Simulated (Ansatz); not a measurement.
## Electronic structure of CH5FSi2 (SMILES F[SiH]=C[SiH3]) in real space

Input

```
crystal:
  periodic: [false, false, false]
  atoms:
    - { symbol: F, position_ang: [0.86216, 0.09473, -2.36871] }
    - { symbol: Si, position_ang: [1.04969, 0.99202, -1.04295] }
    - { symbol: C, position_ang: [0.24305, 0.56227, 0.45557] }
    - { symbol: Si, position_ang: [-0.88645, -0.91319, 0.72677] }
    - { symbol: H, position_ang: [1.93514, 2.02173, -1.53637] }
    - { symbol: H, position_ang: [0.40913, 1.20659, 1.30697] }
    - { symbol: H, position_ang: [-2.07331, -0.87311, -0.14128] }
    - { symbol: H, position_ang: [-0.20156, -2.19097, 0.47595] }
    - { symbol: H, position_ang: [-1.33784, -0.90007, 2.12404] }
basis:
  gaussian: { orbitals: cc-pVDZ }
hamiltonian:
  xc: pbe
relax:
  f_tol: 0.015
  max_steps: 40
output:
  orbitals: {}
```

Run with:

```sh
ansatz run input.yaml --threads 1 --pin off --max-ram 2048MiB --backend cpu --events-out ev --progress --plain --runs-dir out
```

The fields are those of the relaxed geometry.

The calculation used RKS PBE/cc-pVDZ (Ansatz).

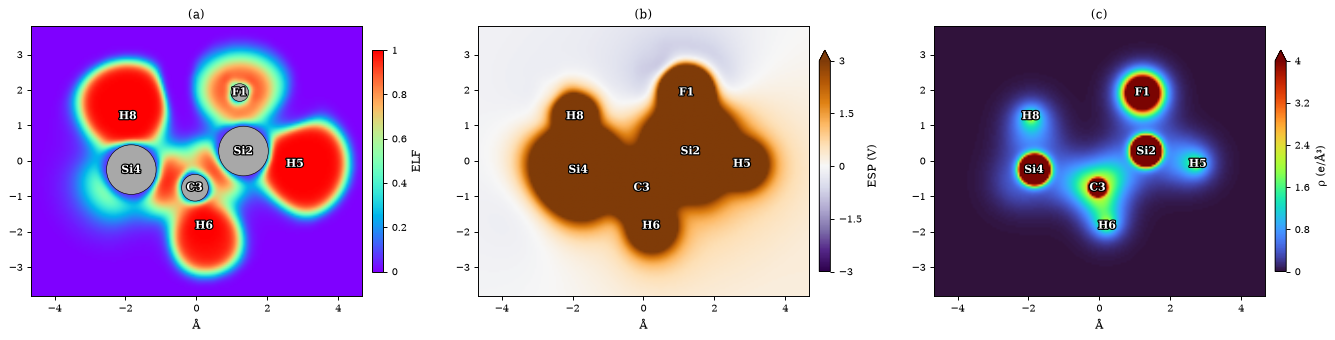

Figure 1. (a) ELF; (b) molecular electrostatic potential; (c) total electron density on the plane of atoms Si2, C3 and Si4. Grey discs cover the atomic cores in the ELF map.

Read the bonding off the picture.

Atoms in the plane: F, Si, C and H.
Si–F (1.65 Å): the density is about 0.89 e/Å³ at the midpoint; the ELF peaks at about 0.80 in the valence shell of F, 0.6 Å from its nucleus, and is about 0.45 at the midpoint.
C–Si (1.72 Å): ρ at the midpoint is about 1.1 e/Å³; the ELF peaks at about 0.90 between the atoms, as expected for a covalent bond.
C–H (1.11 Å): ρ is about 1.8 e/Å³ halfway; the ELF climbs to about 1 towards the hydrogen, as it does in any bond to H (a covalent bond by its length).
C–Si (1.87 Å): the density is about 0.87 e/Å³ at the midpoint; the ELF peaks at about 0.95 between the atoms (a covalent bond).
Si–H (1.50 Å): ρ is about 0.75 e/Å³ halfway; the ELF climbs to about 1 towards the hydrogen.
The ELF also peaks beside F1, away from the bonds: lone-pair regions.
Outside the dense part of the molecule the potential is most negative (−0.8 V) near F1.

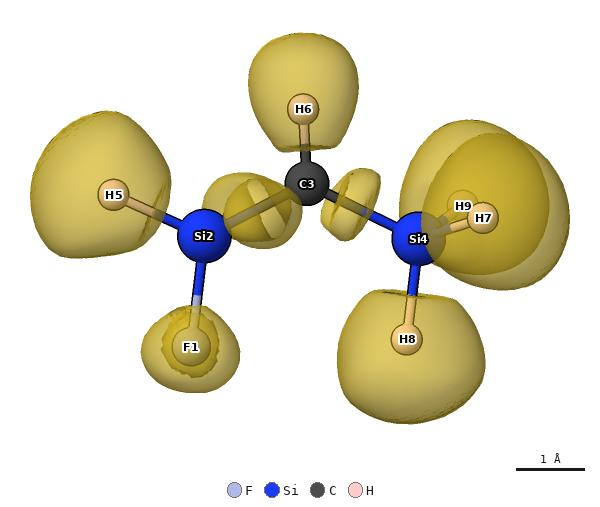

Figure 2. Isosurface of the electron localisation function at 0.8 (yellow), seen across its widest extent. Core shells and regions of very low density are left out.

What do the ELF domains correspond to?

At this value the surface marks out two regions between bonded C–Si atoms (shared pairs), five regions around hydrogen nuclei and one region wrapped around F (its lone pairs, merged into a ring or cap).

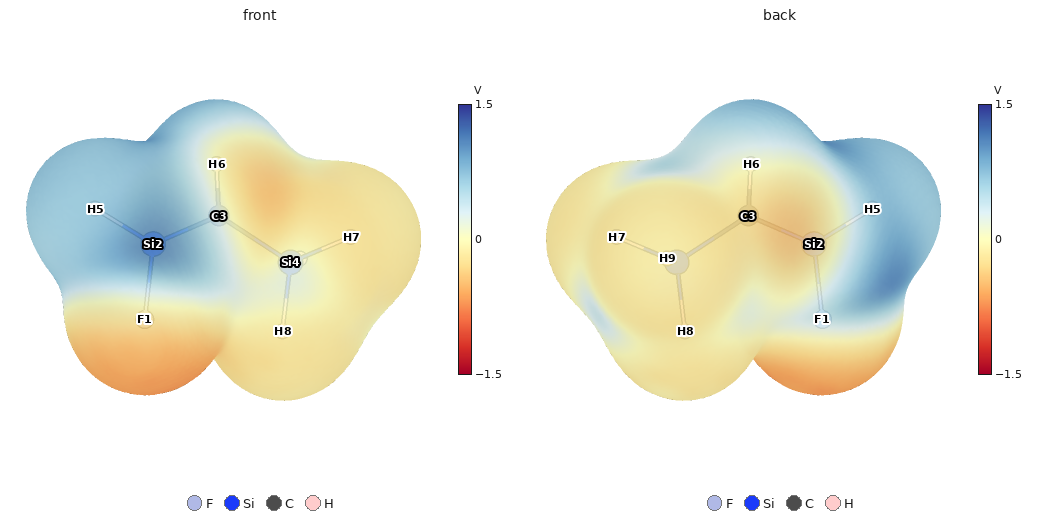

Figure 3. The electrostatic potential painted on the density surface at 0.001 e/bohr³, seen from the front and from behind; red is negative and blue positive.

Where is the surface potential most negative and most positive?

The most negative region (about −0.7 V) lies over F1, the most positive (about +1.1 V) over Si2.
